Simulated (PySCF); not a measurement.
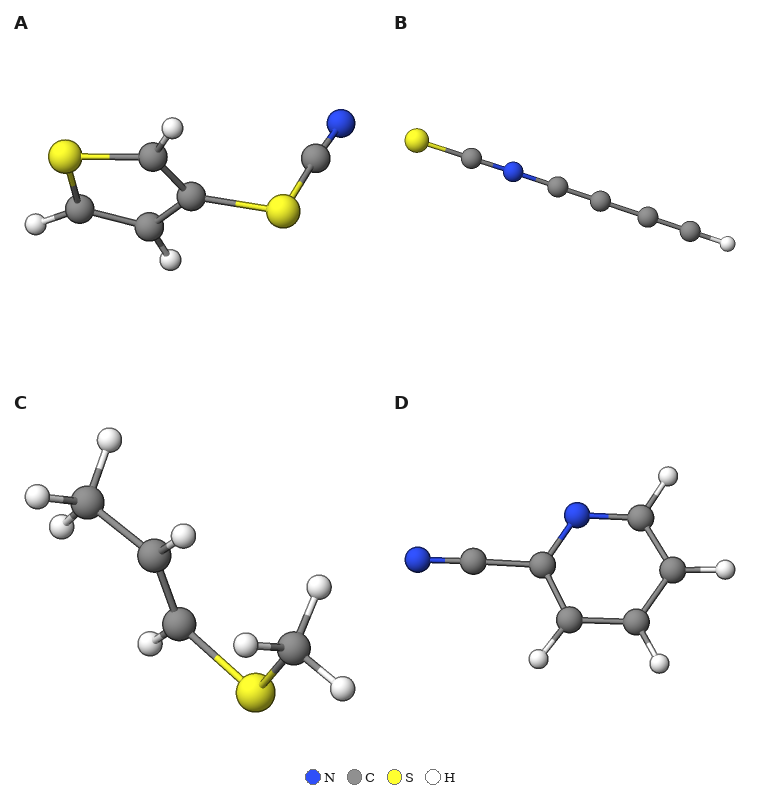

(Drawn from a calculation with PySCF.)

Which panel belongs to which SMILES?
(1) N#Cc1ccccn1
(2) N#CSc1ccsc1
(3) C#CC#CN=C=S
(4) C/C=C/SC

Answer. A is (2), B is (3), C is (4), D is (1).
